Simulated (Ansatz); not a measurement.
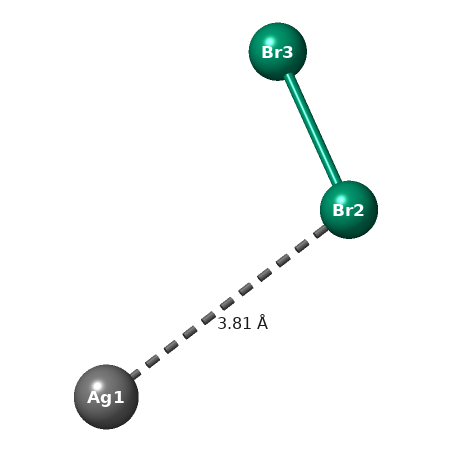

Two molecules or ions; the broken line marks their closest contact (measured against van der Waals radii). State: charge +1, singlet. Geometry: a pair of rigid molecules at a changed separation. Program: Ansatz 0.2.0.

> Which two species are they?

Ag and Br2 (`BrBr.[Ag+]`).

Give the counterpoise-corrected interaction energy (kJ/mol, monomers kept as in the pair) with RHF-CCSD(T) (frozen core)/def2-TZVPPD; ωB97M-V/def2-TZVPPD.

```tsv
level	interaction energy (kJ/mol)
RHF-CCSD(T) (frozen core)/def2-TZVPPD	−26.8
ωB97M-V/def2-TZVPPD	−30.5
```
